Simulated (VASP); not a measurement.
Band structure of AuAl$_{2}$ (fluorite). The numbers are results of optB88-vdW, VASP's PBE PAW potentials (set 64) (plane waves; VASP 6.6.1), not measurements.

Unless said otherwise, spin-orbit coupling is left out, though it shifts the bands of the heavy elements here.

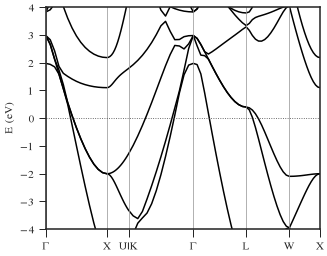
Bands along high-symmetry lines, zero at the valence-band maximum or, without a gap, the Fermi level

Question: Read the plot: is there a gap, and where are the band edges?

Answer: It has no gap at this level: it comes out as a metal or semimetal. (Edges off the drawn lines would not show.)

The compound is AuAl2 in the fluorite structure. It was relaxed first. The electron count is odd and the run is not spin-polarised, which forces a metal.
